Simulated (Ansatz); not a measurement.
```xyz
4

H     0.1900    0.4291    0.9122
Cl    0.9950   -1.2645   -0.9509
O    -0.1752    0.6564    0.0501
H    -1.0098    0.1791   -0.0114
```

The product side of a reaction path; geometry: PBE0-D4/def2-TZVP.

All numbers below come from UKS PBE0-D4/def2-TZVPP (Ansatz 0.2.0).

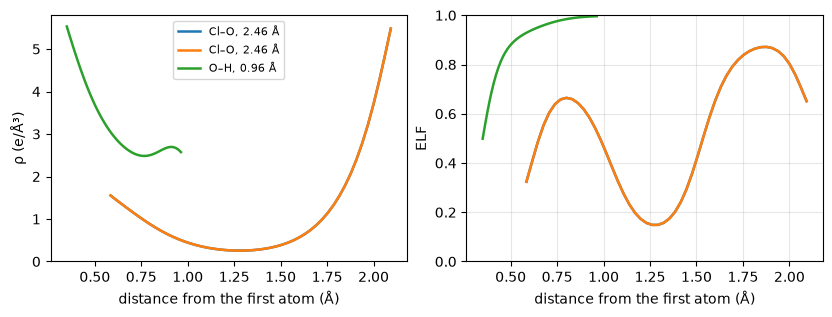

H2O···Cl (doublet). Electron density and electron localisation function along straight lines between neighbouring atoms. The curves leave out the atomic cores.

Question: What can be read from the curves?

Answer: Cl2···O3 (2.46 Å): the density falls to about 0.26 e/Å³ on the way; the ELF dips to about 0.15 between them.
Cl2···O3 (2.46 Å): the density falls to about 0.26 e/Å³ on the way; the ELF dips to about 0.15 between them.
O–H (0.96 Å): the density is about 3.9 e/Å³ at the midpoint; the ELF climbs to about 1 towards the hydrogen, as it does in any bond to H; an ordinary covalent bond to hydrogen.
